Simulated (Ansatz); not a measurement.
# Nudged elastic band of C2H3AlO (part 2 of 2)

C2H3AlO; RKS r2SCAN/def2-SVP (Ansatz 0.2.0). The run did not end well. It belongs to a series of runs on one base structure; here: band between the two ends.

Geometry of the input (Å):
```
O  -0.4424  -2.0157  1.6312
C  0.0832  -1.3059  0.8721
C  0.6137  -0.4561  0.0127
Al -0.3740  1.0837  -0.5715
H  1.6281  -0.6686  -0.3452
H  -1.8342  1.3027  0.0054
H  0.3257  2.0600  -1.6047
```

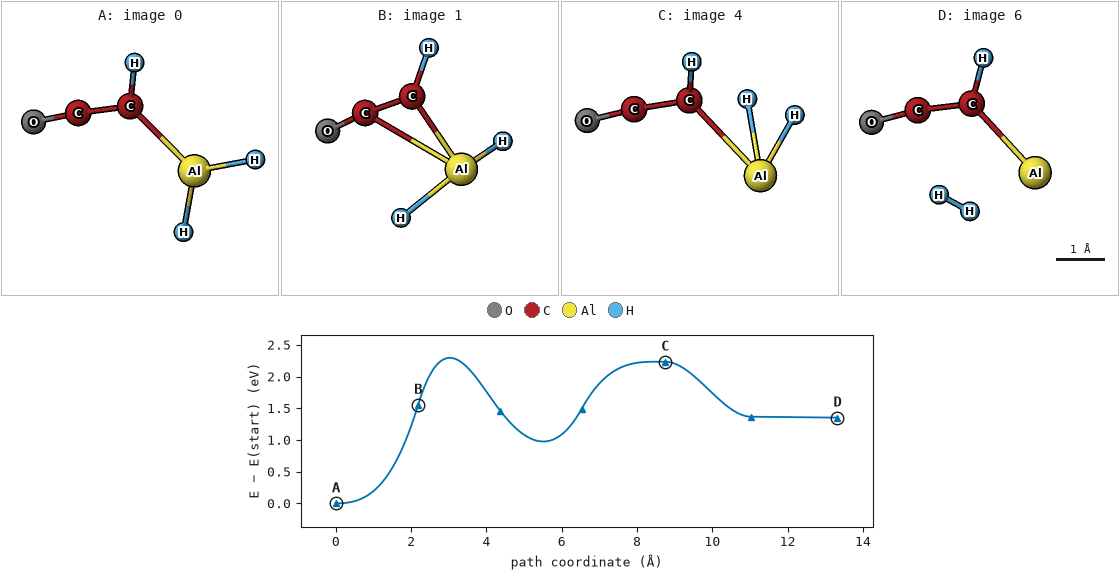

**Figure 1.** Images of the last band (counted from 0; ball-and-stick, seen at a tilt) above the energy along the path; the line is a cubic interpolation that uses the forces. The highest image is number 4, 2.234 eV above the start and 0.880 eV above the end (the climbing image); the end lies 1.353 eV above the start. The path is 13.32 Å long. The band had not converged after 60 iterations.

```
Unfinished report: {"positions_ang":[[-0.45427663089464776,-2.1103324594947113,1.3505612701637335],[0.0009599510778487007,-1.2359996833454947,0.7224135414678333],[0.4079917324722205,-0.21622580406211553,-0.00945127782252632],[-0.7475996526060519,0.6448668871015826,-1.6742932173988914],[1.4942793921898185,-0.07345145739349941,-0.09739948647746877],[-0.564747956964196,1.9219418011357492,-0.37619700758055147],[-0.13660783527499226,1.069199716058489,0.08436716764787164]],"unchecked":["starts","cluster_reference","orbital_swaps","neighbouring_geometries","increment"],"mean_field":{"relativity":"none","state":{"energy":{"ev":-10755.523546224307,"hartree":-395.25819996804034},"converged":true,"gradient_ev":0.000015878152420286393,"stability":{"kind":"minimum","curvature_ev":36.02460260983622},"curvature_floor_ev":0.00030000000000000003,"spin_squared":-2.842170943040401e-14},"others":[],"fillings":{"estimated":0,"unestimated":0,"tried":0,"untried":0,"excluded_magnetic_sites":0},"n_dropped_functions":0,"n_trapped_functions":0,"passes":{"evaluations":2,"products":14},"factors":{"origin":"density fitting in generated functions","count":826,"bound_ev":null},"gradient_stop_ev":0.00009,"reference_kind":"stationary","functional":{"name":"r2SCAN","citations":["Furness, Kaplan, Ning, Perdew & Sun, J. Phys. Chem. Lett. 11, 8208 (2020) doi:10.1021/acs.jpclett.0c02405","Furness, Kaplan, Ning, Perdew & Sun, J. Phys. Chem. Lett. 11, 9248 (2020) doi:10.1021/acs.jpclett.0c03077"],"text":"name \"r2SCAN\"\ncite \"Furness, Kaplan, Ning, Perdew & Sun, J. Phys. Chem. Lett. 11, 8208 (2020) doi:10.1021/acs.jpclett.0c02405\"\ncite \"Furness, Kaplan, Ning, Perdew & Sun, J. Phys. Chem. Lett. 11, 9248 (2020) doi:10.1021/acs.jpclett.0c03077\"\nparent r2scan\nparameter k0 = 0.174\nparameter k1 = 0.065\nparameter a1 = 4.9479\nexchange = r2scan_x(k0 = k0, k1 = k1, a1 = a1)\ncorrelation = r2scan_c\n","parameters":{"a1":{"value":4.9479,"default":4.9479},"k0":{"value":0.174,"default":0.174},"k1":{"value":0.065,"default":0.065}},"final_grid":{"core_spheres":27.0,"valence_spheres":18.0,"degree":36.0},"final_grid_parameter_source":"default","radial_points_factor":1.0,"radial_grid_error_ev":0.00004202825166463307,"grid_sensitivity":"normal","grid_sensitivity_ratio":0.004213694444324409},"unsmoothed_excess_ev":-9.4975308672347e-6,"symmetry":{"irreps":["A"],"axes":[[0.9765817449351016,0.026983833328002253,0.21344781141637167],[-0.046164235449822816,0.9952773771721698,0.08539207138031008],[-0.21013557248796713,-0.09324599309468071,0.9732154057283214]],"occupied":[{"A":18},{"A":18}]},"density_repulsion":{"missed_ev":0.00006110682876177522,"excess_ev":0.00006110682876177522,"most_excess_ev":0.000468,"are_drawn_again":false,"n_first_factors":826,"energy_change_ev":0.0,"n_dropped_ends":0},"direct_passes":"host"},"factors":{"origin":"density fitting in generated functions","count":826,"bound_ev":null},"n_frozen":0,"n_occupied":[18,18],"n_virtual":[57,57],"reference":{"ev":-10755.523546224307,"hartree":-395.25819996804034},"total":{"ev":-10755.523546224307,"hartree":-395.25819996804034},"forces_ev_per_angstrom":[[3.3498867103735087e-6,9.556148979706589e-6,1.59080951075082e-6],[3.4188070016847928e-6,-0.000026459183147479552,-0.00001571695805271053],[-0.00001537873702194793,0.00001473626537881036,0.00001872668479577728],[-6.881143550563365e-6,-1.885852282585085e-6,1.485431317984816e-6],[5.977010270862298e-7,2.9964243473035886e-6,5.792377999048659e-6],[2.688320643307356e-6,3.2831320892736156e-6,-5.47036304095147e-6],[0.000012205160929531373,-2.226932771679321e-6,-6.407988110236312e-6]],"charge_distribution":{"dipole_moment_e_ang":[0.24858785330766492,0.14359974097055433,-0.0336691068540085],"mulliken_charges_e":[-0.08869720603055775,0.23541064669679734,-0.591752935917877,0.3138194470029365,0.13594153183430002,-0.15323546770071483,0.14851398411508232],"lowdin_charges_e":[0.15672209784784474,-0.10002233866226717,-0.3359988285067548,0.1973452153864521,0.0709772357999805,-0.07141712206185602,0.0823937401966024]},"n_threads":2,"memory_gib":2.556818182580173,"seconds":{"hamiltonian":1.314313126,"orbitals":0.0,"second_order":0.0,"solver_start":0.0,"cycles":0.0,"cycle":0.0,"perturbative":0.0,"full_ci_increment":0.0,"forces":0.0}}
this run last wrote the band of iteration 60 to [file]
Error: NEB band did not converge after 60 iterations: max|band force component| = 7.25e-1 eV/Å (threshold 5.0e-2); raise `neb.max_iterations` in a new run, which can start from the last band evaluated (`neb.initial_path`, with `crystal.atoms` and `neb.final_atoms` set to its first and last images), add images, or start from endpoints closer to local minima. Where this run's directory can be resumed (`checkpoint.write`), a resume goes on for up to `neb.max_iterations` more; to start a new run from the last band, take its images' positions from the `neb_iteration` event of iteration 60 (`data.images[].positions_ang`), in the event stream of the run that computed that iteration (not this run's, if it was resumed behind it). With `checkpoint.write`, `steps/00-neb/state/checkpoint.json` in the run directory holds the last saved band, under `neb.evaluated.images[].positions_ang` (a band under a hybrid functional on support functions is neither saved nor resumed: `neb.initial_path` says where its path is): check the last entry of `neb.iterations` there, which is earlier than 60 if that iteration was not saved or its write failed. If the band's step has no `state` directory and holds `state.next`, a write was cut short, and the file is under `state.next` instead (behind a loss of power it can be under `state.prev`)
this run wrote the band of iteration 60 to [file] as well, whether or not its events were kept: a new run's `neb.initial_path` can list its `images[].positions_ang`
a run's events are kept only if it was started with --events-out <file>, and are in that file
```

The last band as extended XYZ (Å, eV, eV/Å):
```
7
Properties=species:S:1:pos:R:3:forces:R:3 image=0 energy=-10757.75728
O    -0.4424   -2.0157    1.6312   -0.0099  -0.0047   0.0082
C     0.0832   -1.3059    0.8721    0.0166  -0.0017  -0.0069
C     0.6137   -0.4561    0.0127   -0.0036   0.0080  -0.0038
Al   -0.3740    1.0837   -0.5715   -0.0044  -0.0006   0.0027
H     1.6281   -0.6686   -0.3452   -0.0006  -0.0035   0.0025
H    -1.8342    1.3027    0.0054    0.0004   0.0013  -0.0013
H     0.3257    2.0600   -1.6047    0.0015   0.0012  -0.0015
7
Properties=species:S:1:pos:R:3:forces:R:3 image=1 energy=-10756.20323
O    -0.3439   -0.9075    1.8016   -0.2876  -0.3186  -0.0310
C     0.0192   -0.8716    0.6874    0.7093  -0.3878   0.0838
C     0.4229   -0.6773   -0.5489    0.1092  -0.8798  -0.0775
Al   -0.4491    0.9862   -0.7349   -0.6154  -0.6465   1.1635
H     1.4438   -0.8988   -0.8327    0.3888  -0.2035  -0.0109
H    -1.8348    0.4609   -0.0423   -0.1879   1.2538  -0.5745
H     0.7419    1.9082   -0.3300   -0.1164   1.1824  -0.5536
7
Properties=species:S:1:pos:R:3:forces:R:3 image=2 energy=-10756.29920
O     0.1440   -0.8237    1.7649   -0.2577  -0.1177  -0.2001
C    -0.4520   -0.4149    0.7982   -0.3042   0.6514   0.0680
C     0.1940   -0.0343   -0.5182    0.3192   0.4965   0.0470
Al   -0.0102    1.5509   -1.6439   -0.5103   0.3370  -0.6869
H     0.6746   -0.8958   -1.0489    0.1007   0.4339   0.3822
H    -1.5526   -0.1195    0.8458    0.3054  -0.5464   0.2133
H     1.0022    0.7374   -0.1978    0.3468  -1.2546   0.1763
7
Properties=species:S:1:pos:R:3:forces:R:3 image=3 energy=-10756.26604
O    -0.6330   -1.4733    1.2148   -0.3187   0.4333  -0.1081
C    -0.2882   -0.5156    0.6022   -0.2640   0.6159  -0.1369
C     0.6785   -0.0419   -0.2843    0.1954   0.1443  -0.1136
Al   -0.9629    0.9159   -1.3330    0.0050   0.0165  -0.2386
H     1.5589   -0.6205   -0.5783    0.0191  -0.0844   0.0241
H    -1.2023    0.7094    0.4330    0.0205  -1.1765   0.6893
H     0.8489    1.0260   -0.0544    0.3426   0.0509  -0.1161
7
Properties=species:S:1:pos:R:3:forces:R:3 image=4 energy=-10755.52354
O    -0.4543   -2.1103    1.3506    0.0000   0.0000   0.0000
C     0.0010   -1.2360    0.7224    0.0000   0.0000   0.0000
C     0.4080   -0.2162   -0.0095    0.0000   0.0000   0.0000
Al   -0.7476    0.6449   -1.6743    0.0000   0.0000   0.0000
H     1.4943   -0.0735   -0.0974    0.0000   0.0000   0.0000
H    -0.5647    1.9219   -0.3762    0.0000   0.0000   0.0000
H    -0.1366    1.0692    0.0844    0.0000   0.0000   0.0000
7
Properties=species:S:1:pos:R:3:forces:R:3 image=5 energy=-10756.39070
O    -0.4852   -2.1487    1.2471    0.0003  -0.0012  -0.0003
C     0.1416   -1.3932    0.6115   -0.0002   0.0001   0.0003
C     0.7673   -0.5913   -0.2233   -0.0003  -0.0024  -0.0016
Al    0.3768   -0.5262   -2.1650    0.0022  -0.0038  -0.0011
H     1.5534    0.0720    0.1584    0.0004   0.0016   0.0001
H    -1.3551    2.6286    0.1704   -0.0010   0.0028   0.0023
H    -0.9988    1.9587    0.2009   -0.0014   0.0028   0.0004
7
Properties=species:S:1:pos:R:3:forces:R:3 image=6 energy=-10756.40403
O    -0.8347   -0.9964    1.2594    0.0002   0.0042  -0.0027
C     0.1247   -0.9038    0.5950    0.0123  -0.0031  -0.0014
C     1.1110   -0.7299   -0.2564   -0.0012   0.0071  -0.0146
Al    0.8800    0.1410   -2.0215   -0.0041  -0.0015   0.0057
H     2.1211   -1.0688    0.0038   -0.0057  -0.0056   0.0123
H    -1.6715    2.0731   -0.0280   -0.0005   0.0000   0.0013
H    -1.7306    1.4848    0.4478   -0.0009  -0.0011  -0.0005
```

What the run reported:

```csv
quantity,value
outcome,not converged
"barrier, forward (band not converged)",2.234 eV
"barrier, backward",0.880 eV
hardware,"2 threads of Intel Xeon @ 2.90GHz (Ice Lake), 16 GiB of memory available, shared host"
wall time,9.9 min (CPU time 18 min)
peak memory,0.18 GiB
```

What went wrong:

The run did not converge: “NEB band did not converge after 60 iterations: max|band force component| = 7.25e-1 eV/Å (threshold 5.0e-2); raise `neb.max_iterations` in a new run, which can start from the last band evaluated (`neb.initial_path`, with `crystal.atoms` and `neb.final_atoms` set to its first and last images), add images, or start from endpoints closer to local minima …” Its last values are not results.
